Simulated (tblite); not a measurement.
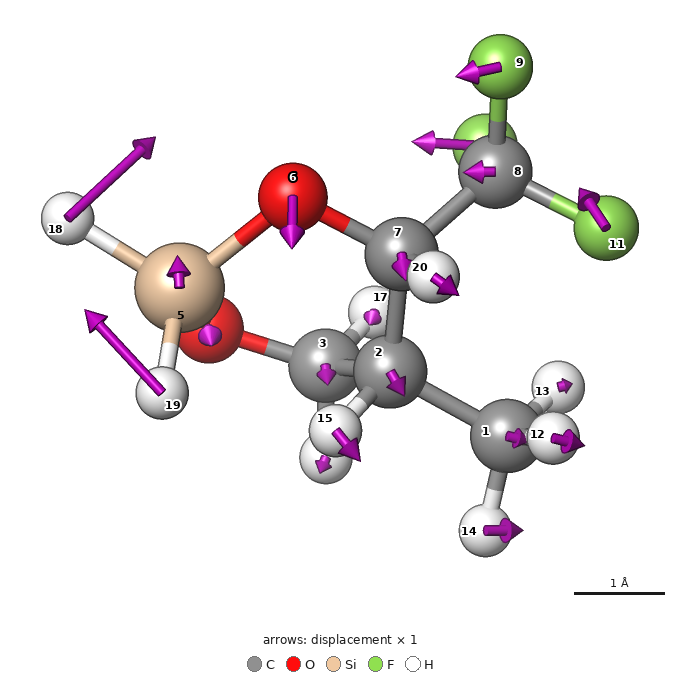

A relaxation of C5H9F3O2Si. The starting structure is drawn; purple arrows show the displacements, at their true length. The two geometries are superimposed by the best rigid fit.

A ball-and-stick model, seen at a tilt.

These are results of tblite 0.8.0, GFN2-xTB geometry optimisation, gas phase, not measurements. 

Which element moves most?

Answer. Hydrogen: up to 1.50 Å, against 0.86 Å for fluorine.

Describe the change and its energy.

Answer. After 116 geometry steps the energy has fallen by 1.186 eV. An H atom moves most after the best rigid fit: 1.50 Å. Largest moves by element: H 1.50 Å, F 0.86 Å, O 0.71 Å, Si 0.39 Å, C 0.38 Å. Near-neighbour distances that change, for instance: C–Si 2.565 → 3.018 Å, O–Si 1.717 → 1.626 Å, C–F 1.410 → 1.343 Å, O–Si 1.708 → 1.648 Å. Bond angles that change, for instance: C–O–Si 108.5° → 124.2°, Si–O–C 109.7° → 121.5°, O–Si–H 113.2° → 103.3°. Groups turn about O–Si by about 70°, O–Si by about 60°, C–O by about 50°. Cost: 1.1 s on 1 thread of Arm Neoverse V1, with other jobs on the host.
